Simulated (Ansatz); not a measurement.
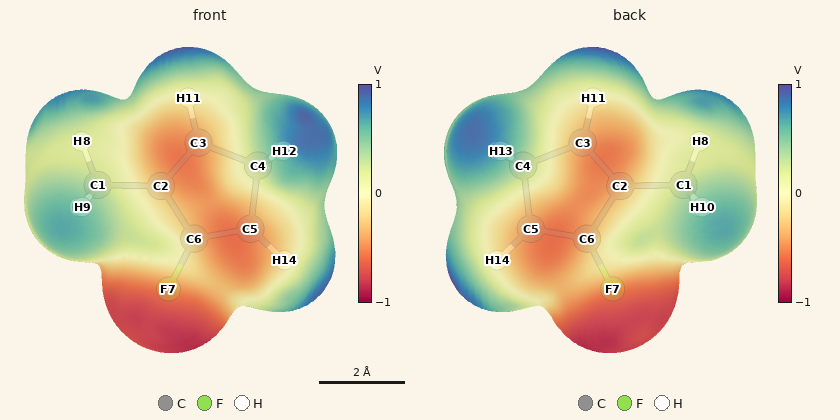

*C₆H₇F (SMILES CC1=CCC=C1F). The molecular electrostatic potential painted on the density surface at 0.002 e/bohr³, seen from the front and from behind; red is negative and blue positive.*

Geometry: B3LYP-D3(BJ)/def2-SVP.

These are results of isolated molecule in a Gaussian basis; Kohn-Sham density functional theory, functional PBE0 in Ansatz, not measurements.

```
atom    x (Å)    y (Å)    z (Å)
   C  -2.5263   0.8215   0.7713
   C  -1.1129   0.7364   0.2948
   C  -0.5847   0.0492  -0.7446
   C   0.9016   0.2863  -0.8160
   C   1.1798   1.2156   0.3339
   C   0.0007   1.4471   0.9421
   F  -0.2153   2.2181   2.0117
   H  -3.1958   0.2153   0.1448
   H  -2.8863   1.8639   0.7581
   H  -2.6142   0.4721   1.8138
   H  -1.1348  -0.5870  -1.4391
   H   1.1964   0.7281  -1.7869
   H   1.4686  -0.6604  -0.7304
   H   2.1523   1.6176   0.6114
```

**Describe the electrostatic potential map.**

The most negative region (about −0.9 V) lies over F7, the most positive (about +0.9 V) over H11, H12 and H14.
